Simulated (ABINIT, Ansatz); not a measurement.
## Lattice dynamics of H4C (I-43m) in two programs

Aim: the phonon dispersion of H4C (I-43m), checked by a second program.

Calculated with ABINIT 10.8.3; DFT LDA, scalar-relativistic, plane waves, PseudoDojo norm-conserving pseudopotentials.

## 1. The structure

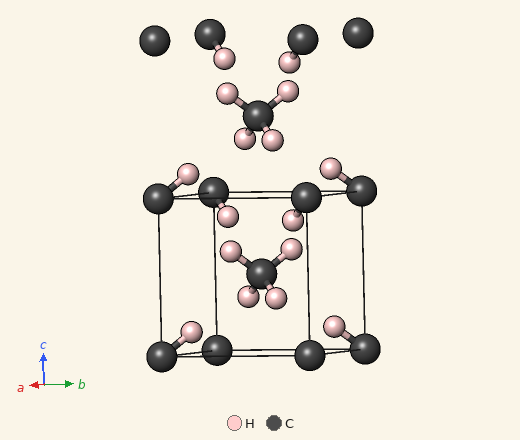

The starting structure, seen slightly off an axis (hydrogen pink, carbon dark grey). 1×1×2 cells are drawn. This picture shows the conventional cell, with its axes. Bonds to atoms that aren't drawn are left out. Some periodic images of atoms are drawn too.

## 2. Relaxation

The harmonic expansion needs vanishing forces, and a free crystal bears no stress, so cell and atoms are brought to rest. Stress is more sensitive to the basis than forces are: the last 3 Ha under the cutoff are smoothed with ecutsm, and the cutoff is raised above that of the later runs.

The starting cell comes from a relaxation made beforehand in Ansatz (LDA, PseudoDojo NC).

relax.abi

```
# relaxation
ionmov 2
optcell 2
dilatmx 1.08
ntime 40
tolmxf 1.0d-05
tolvrs 1.0d-14
prtwf 0
prtden 0
chksymtnons 0

# basis, mesh and filling
ecut 46.0
ecutsm 3.0
ngkpt 8 8 8
nshiftk 1
shiftk 0.0 0.0 0.0
istwfk *1
occopt 1
nband 4
nstep 100
diemac 9.0
prtebands 0
prtgsr 0
useylm 1

# cell and atoms
acell 6.964804276 6.964804276 6.964804276
rprim 
    0.5773502692 0.5773502692 0.5773502692
    -0.5773502692 0.5773502692 0.5773502692
    -0.5773502692 -0.5773502692 0.5773502692
ntypat 2
znucl 1 6
natom 5
typat 1 1 1 1 2
xred 
    0.0 0.0 0.2985015971
    0.0 0.7014984029 0.0
    0.7014984029 0.2985015971 0.7014984029
    0.2985015971 0.0 0.0
    0.0 0.0 0.0
pp_dirpath "./pseudo"
pseudos "H.upf, C.upf"
```

Launch:

```sh
$ OMP_NUM_THREADS=1 mpirun -n 4 abinit relax.abi > relax.log
```

Numbers of over 12 decimals in the logs are rounded to 6 here.

relax.abo, the main output file:

```text
[banners, grids, parts of the stress and lines that vanish by symmetry left out]
- input  file    -> relax.abi
- output file    -> relax.abo
- root for input  files -> relaxi
[...]
Symmetries : space group I-4 3 m (#217); Bravais cI (body-center cubic)
[...]
mpw =        4904          nfft =      110592          nkpt =          29
[...]
== DATASET  1 ==================================================================
[...]
cutoff_energies: {ecut:  46.0, pawecutdg:  -1.0, }
[...]
ETOT  1  -8.238664    -8.239E+00 8.847E-02 1.279E+03
 ETOT  2  -8.317787    -7.912E-02 2.614E-06 3.424E+02
 ETOT  3  -8.362078    -4.429E-02 2.028E-04 9.823E+00
 ETOT  4  -8.362908    -8.302E-04 3.909E-06 2.578E-02
 ETOT  5  -8.362909    -8.162E-07 6.132E-09 2.559E-04
[...]
At SCF step   10       vres2   =  4.70E-15 < tolvrs=  1.00E-14 =>converged.
[...]
sigma(1 1)=  1.22996959E-06  sigma(3 2)=  0.00000000E+00
  sigma(2 2)=  1.22996959E-06  sigma(3 1)=  0.00000000E+00
  sigma(3 3)=  1.22996959E-06  sigma(2 1)=  0.00000000E+00
[...]
convergence: {deltae: -6.413E-13, res2:  4.704E-15, residm:  1.191E-18, diffor: null, }
etotal    :  -8.36290894E+00
[...]
ETOT  1  -8.362909    -8.363E+00 9.822E-12 6.891E-04
[...]
At SCF step    7       vres2   =  4.00E-15 < tolvrs=  1.00E-14 =>converged.
[...]
sigma(1 1)=  8.58381693E-07  sigma(3 2)=  0.00000000E+00
  sigma(2 2)=  8.58381693E-07  sigma(3 1)=  0.00000000E+00
  sigma(3 3)=  8.58381693E-07  sigma(2 1)=  0.00000000E+00
[...]
convergence: {deltae:  1.616E-13, res2:  4.003E-15, residm:  2.555E-19, diffor: null, }
etotal    :  -8.36290897E+00
[...]
ETOT  1  -8.362909    -8.363E+00 7.401E-05 3.145E-03
[...]
At SCF step    8       vres2   =  1.17E-16 < tolvrs=  1.00E-14 =>converged.
[...]
sigma(1 1)=  2.18061540E-07  sigma(3 2)=  0.00000000E+00
  sigma(2 2)=  2.18061540E-07  sigma(3 1)=  0.00000000E+00
  sigma(3 3)=  2.18061540E-07  sigma(2 1)=  0.00000000E+00
[...]
convergence: {deltae:  2.025E-13, res2:  1.173E-16, residm:  5.509E-21, diffor: null, }
etotal    :  -8.36290901E+00
[...]
ETOT  1  -8.362909    -8.363E+00 3.361E-11 1.380E-03
[...]
At SCF step    8       vres2   =  2.68E-16 < tolvrs=  1.00E-14 =>converged.
[...]
sigma(1 1)= -3.81208676E-08  sigma(3 2)=  0.00000000E+00
  sigma(2 2)= -3.81208676E-08  sigma(3 1)=  0.00000000E+00
  sigma(3 3)= -3.81208676E-08  sigma(2 1)=  0.00000000E+00
[...]
convergence: {deltae: -7.461E-14, res2:  2.683E-16, residm:  1.443E-20, diffor: null, }
etotal    :  -8.36290903E+00
[...]
ETOT  1  -8.362907    -8.363E+00 2.325E-09 2.402E-02
[...]
sigma(1 1)= -7.12441126E-07  sigma(3 2)=  0.00000000E+00
  sigma(2 2)= -7.12441126E-07  sigma(3 1)=  0.00000000E+00
[...]
convergence: {deltae: -7.834E-13, res2:  9.077E-15, residm:  5.019E-19, diffor: null, }
etotal    :  -8.36290914E+00
[...]
ETOT  1  -8.362907    -8.363E+00 5.658E-03 3.364E-02
[...]
convergence: {deltae:  4.619E-13, res2:  4.636E-16, residm:  1.164E-19, diffor: null, }
etotal    :  -8.36290926E+00
[...]
ETOT  1  -8.362907    -8.363E+00 4.624E-10 2.510E-02
[...]
convergence: {deltae: -2.736E-13, res2:  4.373E-16, residm:  1.625E-19, diffor: null, }
etotal    :  -8.36290936E+00
[...]
ETOT  1  -8.362909    -8.363E+00 2.184E-09 3.439E-04
[...]
At SCF step    8       vres2   =  2.23E-15 < tolvrs=  1.00E-14 =>converged.
[...]
sigma(2 2)= -2.36920975E-07  sigma(3 1)=  0.00000000E+00
  sigma(3 3)= -2.36920975E-07  sigma(2 1)=  0.00000000E+00
[...]
convergence: {deltae: -2.771E-13, res2:  2.230E-15, residm:  1.978E-19, diffor: null, }
etotal    :  -8.36290939E+00
[...]
ETOT  1  -8.362909    -8.363E+00 1.187E-12 5.921E-04
[...]
ETOT  6  -8.362909    -1.243E-14 3.465E-17 1.200E-12
 ETOT  7  -8.362909     1.243E-13 3.194E-19 4.262E-15
 At SCF step    7       vres2   =  4.26E-15 < tolvrs=  1.00E-14 =>converged.
[...]
sigma(1 1)= -2.05939152E-08  sigma(3 2)=  0.00000000E+00
  sigma(2 2)= -2.05939152E-08  sigma(3 1)=  0.00000000E+00
  sigma(3 3)= -2.05939152E-08  sigma(2 1)=  0.00000000E+00
[...]
convergence: {deltae:  1.243E-13, res2:  4.262E-15, residm:  3.194E-19, diffor: null, }
etotal    :  -8.36290939E+00
[...]
At Broyd/MD step   9, gradients are converged :
[...]
sigma(1 1)= -2.05939152E-08  sigma(3 2)=  0.00000000E+00
  sigma(2 2)= -2.05939152E-08  sigma(3 1)=  0.00000000E+00
  sigma(3 3)= -2.05939152E-08  sigma(2 1)=  0.00000000E+00
[...]
- sigma(1 1)= -6.05893904E-04  sigma(3 2)=  0.00000000E+00
- sigma(2 2)= -6.05893904E-04  sigma(3 1)=  0.00000000E+00
- sigma(3 3)= -6.05893904E-04  sigma(2 1)=  0.00000000E+00
[...]
fcart     -4.6793750720E-07 -4.6793750720E-07  4.6793750720E-07
           strten     -2.0593915226E-08 -2.0593915226E-08 -2.0593915226E-08
================================================================================

[key lines of the parts left out:]
pressure_GPa:   6.0589E-04
Total energy (etotal) [Ha]= -8.36290939393305E+00
```

Elapsed: 29 s, on 4 MPI ranks of Arm Neoverse V2, shared host.

Relaxation path:

```csv
step,energy less that of the first step (eV),largest force (eV/Å),volume (Å³)
1,0.0000,0.0013,38.54
2,0.0000,0.0004,38.54
3,0.0000,0.0032,38.53
4,0.0000,0.0042,38.52
5,0.0000,0.0063,38.48
6,0.0000,0.0064,38.44
7,0.0000,0.0037,38.40
8,0.0000,0.0009,38.39
9,0.0000,0.0000,38.40
```

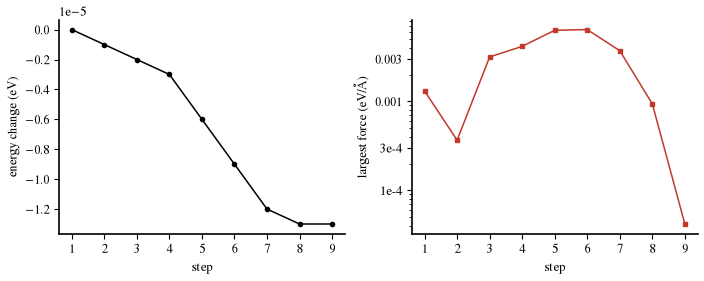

Energy and largest force along the relaxation.

```csv
"conventional cell, symmetrised",before,after,change
a (Å),4.256,4.251,-0.1 %
b (Å),4.256,4.251,-0.1 %
c (Å),4.256,4.251,-0.1 %
volume (Å³/atom),7.71,7.68,-0.4 %
```

The relaxed structure:

```xyz
5
Lattice="2.1253 2.1253 2.1253 -2.1253 2.1253 2.1253 -2.1253 -2.1253 2.1253" Properties=species:S:1:pos:R:3 pbc="T T T"
H    -0.6351   -0.6351    0.6351
H    -1.4902    1.4902    1.4902
H    -0.6351    0.6351    3.6155
H     0.6351    0.6351    0.6351
C     0.0000    0.0000    0.0000
```

Numbers from this step:

```yaml
volume_per_atom: 7.680 Å³
pressure: 6.06e-4 GPa
```

The volume changes by -0.4 % from the cell with which this run began.

## 3. Ground state

The response is built on these wavefunctions, so the potential is converged far more tightly than an energy would need. The mesh is shifted off Γ, since shifted meshes converge sums over the zone faster.

gs.abi

```
# ground state
tolvrs 1.0d-16
prtden 1
prtwf 1
prtpot 1

# basis, mesh and filling
ecut 37.0
ngkpt 8 8 8
nshiftk 1
shiftk 0.5 0.5 0.5
istwfk *1
occopt 1
nband 4
nstep 100
diemac 9.0
prtebands 0
prtgsr 0
useylm 1

# cell and atoms
acell 6.956343739 6.956343739 6.956343739
rprim 
    0.5773502692 0.5773502692 0.5773502692
    -0.5773502692 0.5773502692 0.5773502692
    -0.5773502692 -0.5773502692 0.5773502692
ntypat 2
znucl 1 6
natom 5
typat 1 1 1 1 2
xred 
    0.0 0.0 0.2988472981
    0.0 0.7011527019 0.0
    0.7011527019 0.2988472981 0.7011527019
    0.2988472981 0.0 0.0
    0.0 0.0 0.0
pp_dirpath "./pseudo"
pseudos "H.upf, C.upf"
```

Launch:

```sh
$ OMP_NUM_THREADS=1 mpirun -n 4 abinit gs.abi > gs.log
```

gs.abo, the main output file:

```text
[banners, grids, parts of the stress and lines that vanish by symmetry left out]
- input  file    -> gs.abi
- output file    -> gs.abo
- root for input  files -> gsi
[...]
Symmetries : space group I-4 3 m (#217); Bravais cI (body-center cubic)
[...]
mpw =        2811          nfft =       64000          nkpt =          26
[...]
== DATASET  1 ==================================================================
[...]
cutoff_energies: {ecut:  37.0, pawecutdg:  -1.0, }
[...]
ETOT  1  -8.234251    -8.234E+00 3.651E-02 7.695E+02
 ETOT  2  -8.311424    -7.717E-02 1.296E-06 2.271E+02
 ETOT  3  -8.362090    -5.067E-02 2.132E-04 4.807E+00
 ETOT  4  -8.362741    -6.504E-04 2.835E-06 1.735E-02
 ETOT  5  -8.362741    -5.660E-07 5.343E-09 1.347E-04
[...]
ETOT 10  -8.362741    -4.849E-13 7.529E-19 5.914E-16
 ETOT 11  -8.362741    -3.730E-13 4.406E-21 3.794E-18
 At SCF step   11       vres2   =  3.79E-18 < tolvrs=  1.00E-16 =>converged.
[...]
sigma(1 1)=  6.74821535E-06  sigma(3 2)=  0.00000000E+00
  sigma(2 2)=  6.74821535E-06  sigma(3 1)=  0.00000000E+00
  sigma(3 3)=  6.74821535E-06  sigma(2 1)=  0.00000000E+00
[...]
convergence: {deltae: -3.730E-13, res2:  3.794E-18, residm:  4.406E-21, diffor: null, }
etotal    :  -8.36274122E+00
[...]
sigma(1 1)=  6.74821535E-06  sigma(3 2)=  0.00000000E+00
  sigma(2 2)=  6.74821535E-06  sigma(3 1)=  0.00000000E+00
  sigma(3 3)=  6.74821535E-06  sigma(2 1)=  0.00000000E+00
[...]
- sigma(1 1)=  1.98539350E-01  sigma(3 2)=  0.00000000E+00
- sigma(2 2)=  1.98539350E-01  sigma(3 1)=  0.00000000E+00
- sigma(3 3)=  1.98539350E-01  sigma(2 1)=  0.00000000E+00
[...]
fcart     -1.9570513464E-05 -1.9570513464E-05  1.9570513464E-05
           strten      6.7482153486E-06  6.7482153486E-06  6.7482153486E-06
================================================================================

[key lines of the parts left out:]
pressure_GPa:  -1.9854E-01
```

It took 3.6 s on 4 MPI ranks.

Numbers from this step:

```yaml
pressure: -0.1985 GPa
```

The cell stands at -0.20 GPa: the relaxation ran with a smoothed and higher cutoff and on another k mesh.

## 4. Empty bands

Empty bands on the ground state's density check that the gap assumed so far is there in this cell.

gap.abi

```
# empty bands on the ground state's density
iscf -2
getden_filepath "gso_DEN"
tolwfr 1.0d-12
nbdbuf 2
prtwf 0

# basis, mesh and filling
ecut 37.0
ngkpt 8 8 8
nshiftk 1
shiftk 0.0 0.0 0.0
istwfk *1
occopt 1
nband 8
nstep 100
diemac 9.0
prtebands 0
prtgsr 0
useylm 1

# cell and atoms
acell 6.956343739 6.956343739 6.956343739
rprim 
    0.5773502692 0.5773502692 0.5773502692
    -0.5773502692 0.5773502692 0.5773502692
    -0.5773502692 -0.5773502692 0.5773502692
ntypat 2
znucl 1 6
natom 5
typat 1 1 1 1 2
xred 
    0.0 0.0 0.2988472981
    0.0 0.7011527019 0.0
    0.7011527019 0.2988472981 0.7011527019
    0.2988472981 0.0 0.0
    0.0 0.0 0.0
pp_dirpath "./pseudo"
pseudos "H.upf, C.upf"
```

Launch:

```sh
$ OMP_NUM_THREADS=1 mpirun -n 4 abinit gap.abi > gap.log
```

gap.abo, the main output file:

```text
[banners, grids, parts of the stress and lines that vanish by symmetry left out]
- input  file    -> gap.abi
- output file    -> gap.abo
- root for input  files -> gapi
[...]
Symmetries : space group I-4 3 m (#217); Bravais cI (body-center cubic)
[...]
mpw =        2808          nfft =       64000          nkpt =          29
[...]
== DATASET  1 ==================================================================
[...]
cutoff_energies: {ecut:  37.0, pawecutdg:  -1.0, }
[...]
-outvars: echo values of variables after computation
            acell      6.9563437390E+00  6.9563437390E+00  6.9563437390E+00 Bohr
================================================================================
```

Run time: 3.3 s. Hardware: 4 MPI ranks; 13 s of CPU time.

Numbers from this step:

* gap on the k-mesh: 7.592 eV

In this cell the gap on the mesh is 7.6 eV, direct, so fixed occupations hold.

## 5. Zone-centre response

The derivative of the wavefunctions by k comes first, since the response to a field is built on it; then the field and the displacements that symmetry doesn't supply are solved at q = 0.

It reads the wavefunctions written in step 3.

dfpt_gamma.abi

```
ndtset 2

# common to the responses
getwfk_filepath "gso_WFK"
kptopt 2
nqpt 1
qpt 0.0 0.0 0.0
asr 0
chneut 0

# d/dk
rfelfd1 2
rfdir1 1 1 1
iscf1 -3
tolwfr1 1.0d-20

# displacements, field
rfphon2 1
rfatpol2 1 5
rfdir2 1 1 1
rfelfd2 3
getddk2 1
tolvrs2 1.0d-10
prtwf2 0
prtpot2 1

# basis, mesh and filling
ecut 37.0
ngkpt 8 8 8
nshiftk 1
shiftk 0.5 0.5 0.5
istwfk *1
occopt 1
nband 4
nstep 100
diemac 9.0
prtebands 0
prtgsr 0
useylm 1

# cell and atoms
acell 6.956343739 6.956343739 6.956343739
rprim 
    0.5773502692 0.5773502692 0.5773502692
    -0.5773502692 0.5773502692 0.5773502692
    -0.5773502692 -0.5773502692 0.5773502692
ntypat 2
znucl 1 6
natom 5
typat 1 1 1 1 2
xred 
    0.0 0.0 0.2988472981
    0.0 0.7011527019 0.0
    0.7011527019 0.2988472981 0.7011527019
    0.2988472981 0.0 0.0
    0.0 0.0 0.0
pp_dirpath "./pseudo"
pseudos "H.upf, C.upf"
```

Launch:

```sh
$ OMP_NUM_THREADS=1 mpirun -n 4 abinit dfpt_gamma.abi > dfpt_gamma.log
```

dfpt_gamma.abo, the main output file:

```text
[banners, grids, parts of the stress and lines that vanish by symmetry left out]
- input  file    -> dfpt_gamma.abi
- output file    -> dfpt_gamma.abo
- root for input  files -> dfpt_gammai
[...]
DATASET    1 : space group I-4 3 m (#217); Bravais cI (body-center cubic)
[...]
nfft =       64000          nkpt =         256
[...]
DATASET    2 : space group I-4 3 m (#217); Bravais cI (body-center cubic)
[...]
nfft =       64000          nkpt =         256
[...]
== DATASET  1 ==================================================================
[...]
cutoff_energies: {ecut:  37.0, pawecutdg:  -1.0, }
[...]
-  6.00000   4.00000  180309                  znucl, zion, pspdat
[...]
Perturbation : derivative vs k along direction   1
[...]
-ETOT  1  -9.873435     -9.873E+00 3.430E-02 0.000E+00
 ETOT  2  -9.882534     -9.099E-03 5.027E-05 0.000E+00
 ETOT  3  -9.882546     -1.225E-05 2.299E-07 0.000E+00
 ETOT  4  -9.882546     -2.768E-08 4.748E-10 0.000E+00
 ETOT  5  -9.882546     -8.045E-11 5.701E-12 0.000E+00
[...]
At SCF step    9   max residual=  9.98E-21 < tolwfr=  1.00E-20 =>converged.
[...]
Perturbation : derivative vs k along direction   2
[...]
-ETOT  1  -9.873498     -9.873E+00 3.430E-02 0.000E+00
[...]
At SCF step    9   max residual=  9.98E-21 < tolwfr=  1.00E-20 =>converged.
[...]
Perturbation : derivative vs k along direction   3
[...]
-ETOT  1  -9.873435     -9.873E+00 3.430E-02 0.000E+00
[...]
At SCF step    9   max residual=  9.98E-21 < tolwfr=  1.00E-20 =>converged.
[...]
1        1       1.2872596616    0.0000000000
     1        2       0.4290865539   -0.0000000000
     1        3      -0.4290865538    0.0000000000
     2        1       0.4290865539   -0.0000000000
     2        2       1.2872596616    0.0000000000
     2        3       0.4290865539    0.0000000000
     3        1      -0.4290865538    0.0000000000
     3        2       0.4290865539    0.0000000000
     3        3       1.2872596616    0.0000000000
[...]
== DATASET  2 ==================================================================
[...]
cutoff_energies: {ecut:  37.0, pawecutdg:  -1.0, }
[...]
Perturbation : displacement of atom   1   along direction   1
[...]
-ETOT  1   3.723842     -4.995E+01 1.042E-01 1.250E+03
[...]
At SCF step   10       vres2   =  7.06E-11 < tolvrs=  1.00E-10 =>converged.
[...]
Perturbation : displacement of atom   1   along direction   3
[...]
-ETOT  1   18.078864279241     -5.274E+01 2.677E-01 7.311E+03
[...]
At SCF step   10       vres2   =  1.20E-11 < tolvrs=  1.00E-10 =>converged.
[...]
Perturbation : displacement of atom   5   along direction   1
[...]
-ETOT  1   26.540670313085     -8.419E+02 1.005E+00 9.783E+03
[...]
At SCF step   10       vres2   =  1.29E-11 < tolvrs=  1.00E-10 =>converged.
[...]
Perturbation : homogeneous electric field along direction   1
[...]
-ETOT  1  -28.168949013825     -2.817E+01 1.715E-01 9.149E+03
[...]
ETOT  8  -30.279528934702     -2.558E-12 1.348E-14 7.160E-10
 ETOT  9  -30.279528934702     -6.040E-14 3.000E-16 8.657E-12
 At SCF step    9       vres2   =  8.66E-12 < tolvrs=  1.00E-10 =>converged.
[...]
Dielectric tensor, in cartesian coordinates,
[...]
1    7   1    7         2.1999104619        -0.0000000000
   1    7   2    7        -0.0000000000        -0.0000000000
   1    7   3    7        -0.0000000000        -0.0000000000
   2    7   1    7        -0.0000000000        -0.0000000000
   2    7   2    7         2.1999104619        -0.0000000000
   2    7   3    7        -0.0000000000        -0.0000000000
   3    7   1    7        -0.0000000000        -0.0000000000
   3    7   2    7        -0.0000000000        -0.0000000000
   3    7   3    7         2.1999104619        -0.0000000000
  Effective charges, in cartesian coordinates,
[...]
1    1   1    7         0.0680401685         0.0000000000
   2    1   1    7        -0.0362329531         0.0000000000
   3    1   1    7         0.0362329531         0.0000000000
   1    2   1    7         0.0680401685         0.0000000000
   2    2   1    7         0.0362329531         0.0000000000
[...]
Effective charges, in cartesian coordinates,
[...]
2    7   1    5         0.0000000000         0.0000000000
   3    7   1    5         0.0000000000         0.0000000000
   1    7   2    5         0.0000000000         0.0000000000
   2    7   2    5        -0.2718989793         0.0000000000
   3    7   2    5        -0.0000000000         0.0000000000
   1    7   3    5         0.0000000000         0.0000000000
   2    7   3    5         0.0000000000         0.0000000000
   3    7   3    5        -0.2718989793         0.0000000000
  Phonon wavevector (reduced coordinates) :  0.00000  0.00000  0.00000
 Phonon energies in Hartree :
[...]
Phonon frequencies in cm-1    :
-  7.012496E-01  7.012498E-01  7.012502E-01  2.085472E+02  2.085472E+02
-  2.085472E+02  1.237032E+03  1.237032E+03  1.237032E+03  1.435369E+03
-  1.435369E+03  2.910002E+03  3.055016E+03  3.055016E+03  3.055016E+03
  Phonon at Gamma, with non-analyticity in the
[...]
Phonon energies in Hartree :
[...]
Phonon frequencies in cm-1    :
-  7.012496E-01  7.012498E-01  7.029988E-01  2.085472E+02  2.085472E+02
-  2.085472E+02  1.237032E+03  1.237032E+03  1.245191E+03  1.435369E+03
-  1.435369E+03  2.910002E+03  3.055016E+03  3.055016E+03  3.055033E+03
  Phonon at Gamma, with non-analyticity in the
[...]
Phonon energies in Hartree :
[...]
Phonon frequencies in cm-1    :
-  7.012496E-01  7.012502E-01  7.029983E-01  2.085472E+02  2.085472E+02
-  2.085472E+02  1.237032E+03  1.237032E+03  1.245191E+03  1.435369E+03
-  1.435369E+03  2.910002E+03  3.055016E+03  3.055016E+03  3.055033E+03
  Phonon at Gamma, with non-analyticity in the
[...]
Phonon energies in Hartree :
[...]
Phonon frequencies in cm-1    :
-  7.012498E-01  7.012502E-01  7.029981E-01  2.085472E+02  2.085472E+02
-  2.085472E+02  1.237032E+03  1.237032E+03  1.245191E+03  1.435369E+03
-  1.435369E+03  2.910002E+03  3.055016E+03  3.055016E+03  3.055033E+03
[...]
fcart2     0.0000000000E+00  0.0000000000E+00  0.0000000000E+00
           strten2     0.0000000000E+00  0.0000000000E+00  0.0000000000E+00
================================================================================
```

Run time: 80 s. Hardware: 4 MPI ranks; 5.3 min of CPU time.

This step gave:

```
miss of the charge sum rule                                       : 2.62e-4 e
largest acoustic frequency at the zone centre before the sum rule : 0.7 cm⁻¹
highest optical zone-centre mode (no LO-TO term)                  : 3055 cm⁻¹
lowest optical zone-centre mode                                   : 208.6 cm⁻¹
mean high-frequency dielectric constant                           : 2.200
largest Born charge in size (third of the trace)                  : 0.2719 e
```

Born charge (rows field, columns displacement), before the sum rule (e), principal values of the symmetric part by kind of site:

```csv
atom,atoms with these values,low,middle,high,mean
H1,4,-0.0044,0.1042,0.1042,0.0680
C5,1,-0.2719,-0.2719,-0.2719,-0.2719
```

In full for C5:

```
-0.2719  0.0000  0.0000
 0.0000 -0.2719  0.0000
 0.0000  0.0000 -0.2719
```

High-frequency dielectric tensor:

```
2.20 0.00 0.00
0.00 2.20 0.00
0.00 0.00 2.20
```

The acoustic modes at Γ come out as far as 0.7 cm⁻¹ from zero, where they should vanish, a small numerical error; the Born charges miss their sum rule by 2.6e-4 e, which is good.

(Continued in part 2 of 4.)

[Host names and launcher messages were left out of these logs when they were recorded.]

[Logs are printed without paths, hosts, clocks, repeated set-up lines and the standing remarks that a program may print on its own settings, such as how far it seeks lower states.]

[Hosts, paths, dates, database ids (printed as entryN), source tags and the programs' standing remarks are cut or masked in the printed files.]
